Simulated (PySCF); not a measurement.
C$_{2}$H$_{9}$GaO

The calculation's input:

```
{"job": {"kind": "inter", "xc": "wB97M-D3(BJ)", "basis": "def2-TZVPD", "pairs": false}, "charge": 0, "multiplicity": 1, "parts": [{"atoms": "0-3", "charge": 0, "multiplicity": 1}, {"atoms": "4-12", "charge": 0, "multiplicity": 1}]}
Ga     0.363408     0.348594    -0.131351
H     -0.919030     1.151686     0.309265
H      0.709711    -1.024381     0.560729
H      0.961502     0.627822    -1.569468
C      3.117800     1.043310     0.922577
O      1.790574     1.535269     0.945097
C      1.700249     2.931448     0.728070
H      3.070637    -0.029551     1.136529
H      3.572468     1.203607    -0.068294
H      3.715101     1.552841     1.693548
H      2.081044     3.192170    -0.272516
H      2.279039     3.464167     1.497368
H      0.642140     3.203960     0.802129
```

Launched as:

```sh
OMP_NUM_THREADS=1 python cluster_run.py task.json out
```

Geometry: PBE0-D3(BJ)/def2-SVPD.

The calculation used PySCF 2.14.0, wB97M-D3(BJ)/def2-TZVPD, SCF density, gas phase.

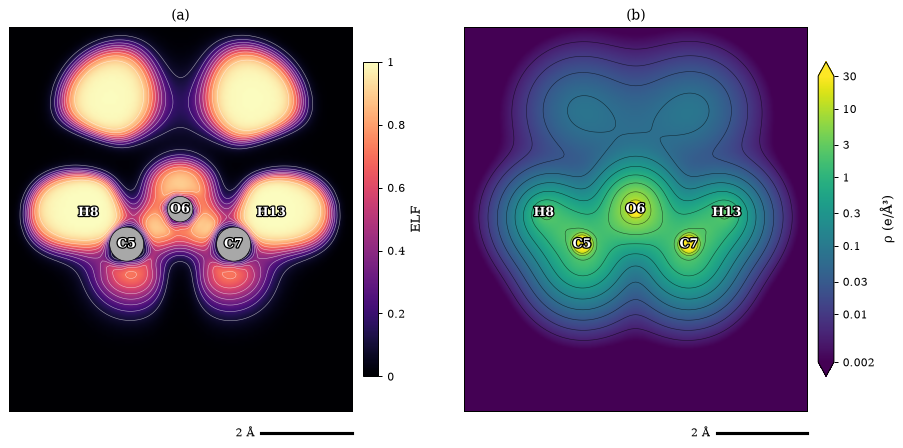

Figure 1. (a) ELF; (b) electron density on the plane of atoms O6, C5 and H8. Grey discs cover the atomic cores in the ELF map.

What does the map show?

Answer.
- The section cuts through C, O and H sites.
- C–O (1.42 Å): ρ is about 2 e/Å³ halfway, with its minimum of 1.7 e/Å³ about 0.5 Å from C; the ELF peaks at about 0.90 between the atoms: a shared but strongly polarised pair.
- C–H (1.10 Å): the density is about 2.1 e/Å³ at the midpoint; the ELF climbs to about 1 towards the hydrogen, as it does in any bond to H (a covalent bond by its length).

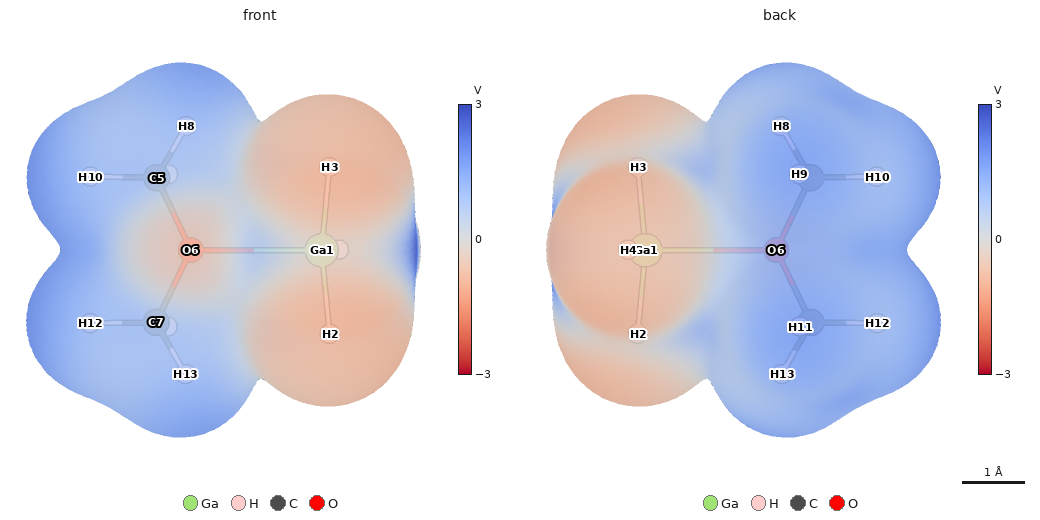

Figure 2. The molecular electrostatic potential painted on the density surface at 0.004 e/bohr³, seen from the front and from behind; red is negative and blue positive.

Which sites attract a positive test charge, and which a negative one?

Answer. A positive charge is drawn to the negative regions and a negative charge to the positive ones. The most negative region (about −0.9 V, or −21 kcal/mol for a unit charge) lies over H2, H3 and H4, the most positive (about +2.4 V, or +55 kcal/mol for a unit charge) over Ga1.

How polar is the molecule by this calculation?

Answer. Its dipole moment is 4.07 D.
